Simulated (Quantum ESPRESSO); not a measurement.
# CaHf (Pm-3m): phonons by linear response, part 3 of 3

How does CaHf (Pm-3m) vibrate, and is this structure a minimum?

Quantum ESPRESSO 7.5; DFT LDA, scalar-relativistic, plane waves, PseudoDojo norm-conserving pseudopotentials.

So far, lowest frequency on the path (cm⁻¹): step 8 (dispersion) -75.0. Also highest frequency (cm⁻¹): step 8 193. The relaxed cell has a = 3.702 Å (conventional setting).

The structure was built from a prototype and need not be the compound's stable phase.

## (10) Modes with the sum rule

A rigid shift of the crystal must cost nothing, but grids and finite bases break this; the acoustic sum rule is imposed before the matrix is diagonalised again.

dynmat.in

```
 &input
    fildyn='x.dyn1',
    asr='simple',
    fileig='dynmat.eig',
 /
```

On the command line:

```bash
dynmat.x -in dynmat.in > dynmat.out
```

Output:

```text
[banner, memory and clock lines left out]
Program DYNMAT v.7.5

     Reading Dynamical Matrix from file x.dyn1
     ...Force constants read
     ...epsilon and Z* not read (not found on file)
     A direction for q was not specified:TO-LO splitting will be absent

     Polarizability (A^3 units)
     multiply by 1.000000 for Clausius-Mossotti correction
         0.000000    0.000000    0.000000
         0.000000    0.000000    0.000000
         0.000000    0.000000    0.000000

     IR activities are in (D/A)^2/amu units

# mode   [cm-1]    [THz]      IR
    1     -0.00   -0.0000    0.0000
    2      0.00    0.0000    0.0000
    3      0.00    0.0000    0.0000
    4    183.89    5.5129    0.0000
    5    183.89    5.5129    0.0000
    6    183.89    5.5129    0.0000
```

It took 0.45 s on 1 thread of Arm Neoverse V1, shared host.

Unit eigenvectors of the mass-weighted matrix after the sum rule; no LO-TO term. The modes at Γ (shares of kinetic energy by element, %):

```tsv
mode	frequency (cm⁻¹)	symmetry	Ca %	Hf %
1	0.0	acoustic	18	82
2	0.0	acoustic	18	82
3	0.0	acoustic	18	82
4	183.9	T1u	82	18
5	183.9	T1u	82	18
6	183.9	T1u	82	18
```

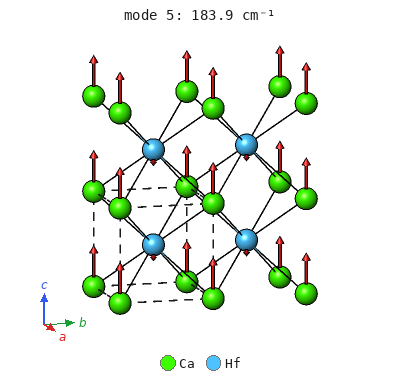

Displacement patterns of mode 5 at Γ; arrows are exaggerated. 1×2×2 cells are drawn. Some periodic images of atoms are drawn too.

The rule moves no optical mode by more than 0.1 cm⁻¹.

## (11) Sum rules set otherwise (asr no)

Without the rule the raw error of the acoustic modes shows.

dynmat.in

```
 &input
    fildyn='x.dyn1',
    asr='no',
    fileig='dynmat.eig',
 /
```

On the command line:

```bash
dynmat.x -in dynmat.in > dynmat.out
```

Output:

```text
[banner, memory and clock lines left out]
Program DYNMAT v.7.5

     Reading Dynamical Matrix from file x.dyn1
     ...Force constants read
     ...epsilon and Z* not read (not found on file)
     A direction for q was not specified:TO-LO splitting will be absent

     Polarizability (A^3 units)
     multiply by 1.000000 for Clausius-Mossotti correction
         0.000000    0.000000    0.000000
         0.000000    0.000000    0.000000
         0.000000    0.000000    0.000000

     IR activities are in (D/A)^2/amu units

# mode   [cm-1]    [THz]      IR
    1      0.91    0.0273    0.0000
    2      0.91    0.0273    0.0000
    3      0.91    0.0273    0.0000
    4    183.88    5.5125    0.0000
    5    183.88    5.5125    0.0000
    6    183.88    5.5125    0.0000
```

The job ended after 0.45 s (1 thread).

Zone-centre frequencies as printed; negative means imaginary. Modes:

```tsv
mode	frequency (cm⁻¹)
1	0.91
2	0.91
3	0.91
4	183.9
5	183.9
6	183.9
```

Against the first rule no mode moves by more than 1.0 cm⁻¹.

## (12) Sum rules set otherwise: a sum rule for molecules or wires on a crystal

This rule also removes rotations, which suits molecules and not a crystal; it is tried to see the harm.

dynmat.in

```
 &input
    fildyn='x.dyn1',
    asr='zero-dim',
    fileig='dynmat.eig',
 /
```

On the command line:

```bash
dynmat.x -in dynmat.in > dynmat.out
```

Output:

```text
[banner, memory and clock lines left out]
Program DYNMAT v.7.5

     Reading Dynamical Matrix from file x.dyn1
     ...Force constants read
     ...epsilon and Z* not read (not found on file)
     Acoustic Sum Rule: || Z*(ASR) - Z*(orig)|| =    0.000000E+00
     Acoustic Sum Rule: ||dyn(ASR) - dyn(orig)||=    2.369425E-01
     A direction for q was not specified:TO-LO splitting will be absent

     Polarizability (A^3 units)
     multiply by 1.000000 for Clausius-Mossotti correction
         0.000000    0.000000    0.000000
         0.000000    0.000000    0.000000
         0.000000    0.000000    0.000000

     IR activities are in (D/A)^2/amu units

# mode   [cm-1]    [THz]      IR
    1     -0.00   -0.0000    0.0000
    2     -0.00   -0.0000    0.0000
    3     -0.00   -0.0000    0.0000
    4      0.00    0.0000    0.0000
    5      0.00    0.0000    0.0000
    6    183.90    5.5131    0.0000
```

Run time: 0.45 s. Hardware: 1 thread.

The program raised no error, yet the settings are not those of a careful run.

The fault: a sum rule for molecules or wires on a crystal; 2 optical modes are projected out to zero frequency, as if they were rotations.

For a crystal the rule has to be 'simple' or 'crystal'.

Zone-centre frequencies as printed; negative means imaginary. Modes:

```tsv
mode	frequency (cm⁻¹)
1	0
2	0
3	0
4	0
5	0
6	183.9
```

## (13) The dispersion under another sum rule (asr no)

The sum rule corrects the force constants themselves, so it can shift branches at any wavevector, low ones most.

matdyn.in

```
 &input
    asr='no',
    flfrc='x.fc',
    flfrq='x.freq',
    flvec='x.modes',
    q_in_band_form=.true.,
    q_in_cryst_coord=.true.,
 /
8
  0.0000000   0.0000000   0.0000000   8  ! GAMMA
  0.0000000   0.5000000   0.0000000   8  ! X
  0.5000000   0.5000000   0.0000000   8  ! M
  0.0000000   0.0000000   0.0000000   8  ! GAMMA
  0.5000000   0.5000000   0.5000000   8  ! R
  0.0000000   0.5000000   0.0000000   1  ! X
  0.5000000   0.5000000   0.5000000   8  ! R
  0.5000000   0.5000000   0.0000000   1  ! M
```

On the command line:

```bash
matdyn.x -in matdyn.in > matdyn.out
```

Output:

```text
[banner, memory and clock lines left out]
Program MATDYN v.7.5

 mass for atomic type   1 not given; uses mass from file x.fc
 mass for atomic type   2 not given; uses mass from file x.fc
     Message from routine matdyn:
     Z* not found in file x.fc, TO-LO splitting at q=0 will be absent!
     Message from routine matdyn:
     Z* not found in file x.fc, TO-LO splitting at q=0 will be absent!

Note: The following floating-point exceptions are signalling: IEEE_UNDERFLOW_FLAG
```

It took 0.46 s on 1 thread.

This step gave:

```yaml
lowest_frequency_on_the_path: -75.01 cm⁻¹
```

At the labelled points the branches move by no more than 1.0 cm⁻¹.

## (14) Outcome

* space group after relaxation: Pm-3m
* volume per atom: 25.4 Å³
* highest optical zone-centre mode (no LO-TO term): 183.9 cm⁻¹
* q mesh: 2×2×2
* lowest mode on the q mesh (acoustic ones at the zone centre apart): -75.0 cm⁻¹
* imaginary modes on the q mesh: yes

CaHf (Pm-3m) is unstable: a mode solved on the 2×2×2 mesh is imaginary, 75i cm⁻¹; its spectrum reaches 193 cm⁻¹. At the LDA level the optical modes of CaHf (Pm-3m) at the zone centre lie at 184 cm⁻¹. The most unstable solved mode lies at q = (0, -0.5, -0.5), on the zone boundary, so the distortion that it points to doubles the cell. These are harmonic frequencies at zero temperature: anharmonic shifts and linewidths and thermal expansion are left out. Spin-orbit coupling is left out, which can matter for the heavy elements here. In a metal the frequencies hang on the k mesh and the smearing, most of all near Kohn anomalies. The relaxation ran at 60 Ry, under the 72 Ry recommended for these files; the stress of so short a basis can leave the cell about one per cent too small. The q mesh stands for a supercell only 7.4 Å across, so branches between the solved wavevectors are rough. The structure is a hypothetical one, built on a prototype.

[Host names and launcher messages were left out of these logs when they were recorded.]

[Logs are printed without paths, hosts, clocks, repeated set-up lines and the standing remarks that a program may print on its own settings, such as how far it seeks lower states.]

[Hosts, paths, dates, database ids (printed as entryN), source tags and the programs' standing remarks are cut or masked in the printed files.]
